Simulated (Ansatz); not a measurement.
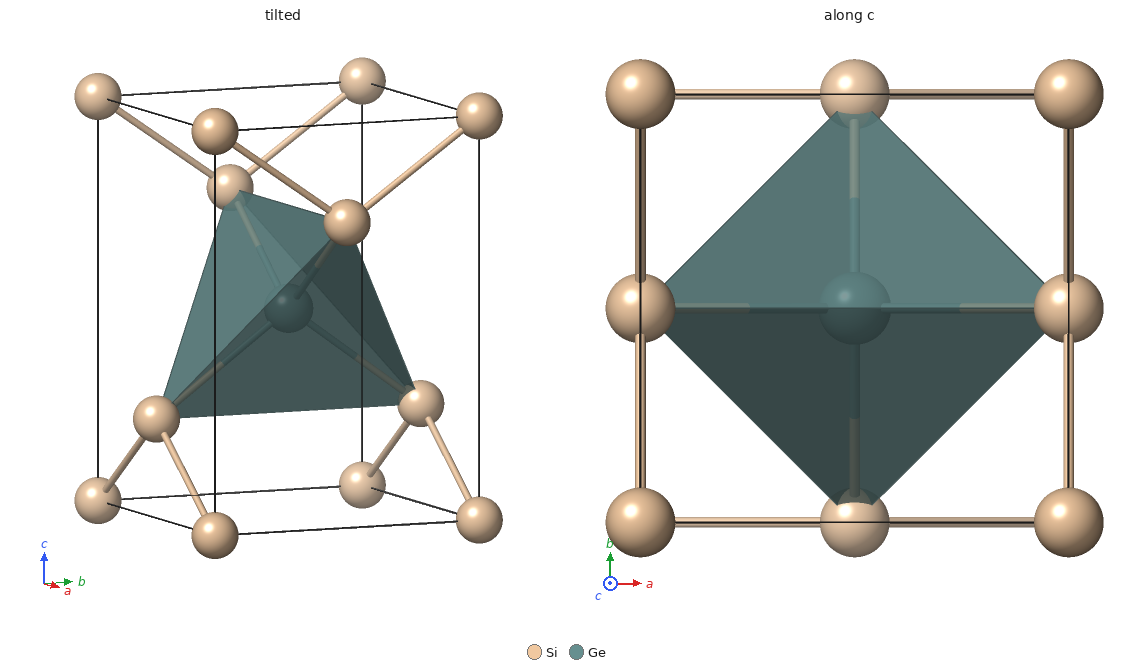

We look at a polyhedral model of the crystal slightly off an axis and along the c axis. Lines trace the edges of the conventional unit cell.

Si$_{3}$Ge, space group P-4m2 (No. 115), a = 4.039 Å, b = 4.039 Å, c = 5.696 Å, α = 90.00°, β = 90.00°, γ = 90.00°. The initial geometry was a structure type filled with these elements by a generator (whether the compound takes this form wasn't checked). The cell was then strained or its atoms displaced on purpose. An electronic-structure calculation with Ansatz was run on it.

This one geometry was computed with Ansatz (DFT, plane waves, PAW) at three levels of theory: PBE, r2SCAN and HSE06. It was relaxed with r2SCAN and then strained.

> Which level gives the highest pressure at this volume, and what does that say about its equilibrium volume?

Highest: PBE (-6.1 GPa), which points to the largest equilibrium volume. Lowest, with the smallest volume: r2SCAN (-8.1 GPa) and HSE06 (-8.1 GPa). Levels within 0.5 GPa of each other can't be told apart.

> How does the band gap change with the level of theory?

PBE: a gap of 0.58 eV, indirect; r2SCAN: a gap of 0.76 eV, indirect; HSE06: a gap of 1.13 eV, indirect.

> Collect the results in a table.

| level | cutoff (eV) | k-mesh of the run's cell | gap (eV) | pressure (GPa) |
| --- | --- | --- | --- | --- |
| PBE | 420 | 6×6×6 | 0.58 | -6.1 |
| r2SCAN | 500 | 6×6×6 | 0.76 | -8.1 |
| HSE06 | 420 | 4×4×4 | 1.13 | -8.1 |

Gaps are taken on the k-mesh or band path of each run.
